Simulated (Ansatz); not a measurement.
Cl$_{2}$Zn···H$_{2}$

Input

```
crystal:
  periodic: [false, false, false]
  atoms:
    - {symbol: Zn, position_ang: [-0.371509, -0.286793, -0.926791]}
    - {symbol: H, position_ang: [0.772849, 0.127625, 1.479094]}
    - {symbol: Cl, position_ang: [0.657506, -2.103270, -0.859226]}
    - {symbol: H, position_ang: [0.393546, 0.772847, 1.430905]}
    - {symbol: Cl, position_ang: [-1.452492, 1.489590, -1.123981]}
basis:
  gaussian: {orbitals: def2-TZVPP}
hamiltonian: {xc: pbe0, dispersion: d4}
output: {orbitals: {seedname: orbitals}}
```

Run with:

```sh
ansatz run in.yaml --threads 4 --pin off --events-out ev --progress --plain --max-ram 9574MiB
```

The product side of a reaction path; geometry: PBE0-D4/def2-TZVP.

The calculation used Ansatz, RKS PBE0-D4/def2-TZVPP.

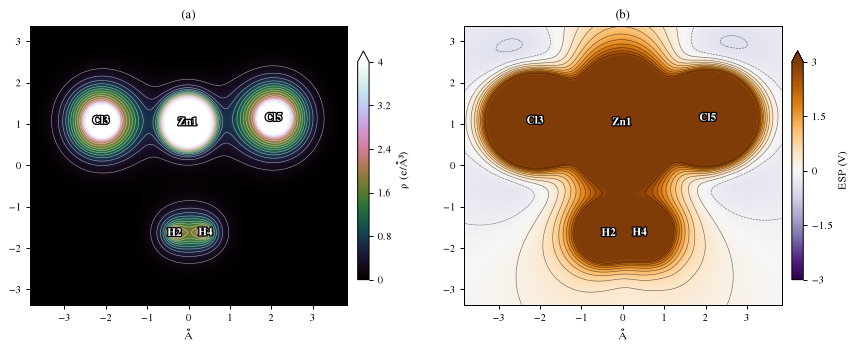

Figure 1. (a) total electron density; (b) molecular electrostatic potential on the molecular plane.

### What do the fields say about this system?

The section cuts through Zn, H and Cl sites. Zn1···H4 (2.70 Å): the density falls to about 0.07 e/Å³ on the way. Zn–Cl (2.09 Å): ρ at the midpoint is about 0.76 e/Å³. H–H (0.75 Å): the density is about 1.8 e/Å³ at the midpoint. Outside the dense part of the complex the potential is most negative (−0.5 V) near Cl3 and Cl5.

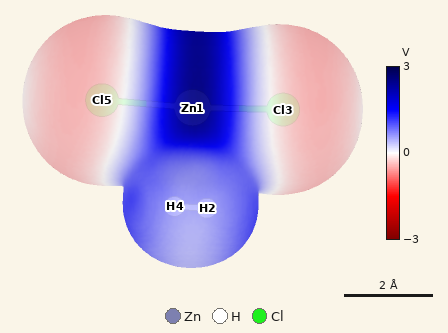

Figure 2. The molecular electrostatic potential painted on the density surface at 0.002 e/bohr³, seen at a tilt; red is negative and blue positive.

### Which sites attract a positive test charge, and which a negative one?

A positive charge is drawn to the negative regions and a negative charge to the positive ones. The most negative region (about −0.5 V) lies over Cl3 and Cl5, the most positive (about +2.5 V) over Zn1.

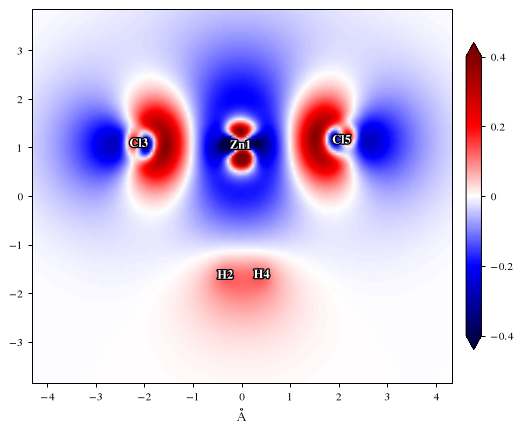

Figure 3. The LUMO on the molecular plane (values in Å⁻³ᐟ²; the overall sign is arbitrary).

### Describe this orbital and give its energy.

By Hirshfeld shares it lies mainly on Zn1 (about 55 %), Cl3 (about 20 %) and Cl5 (about 20 %). Its energy is −1.46 eV.
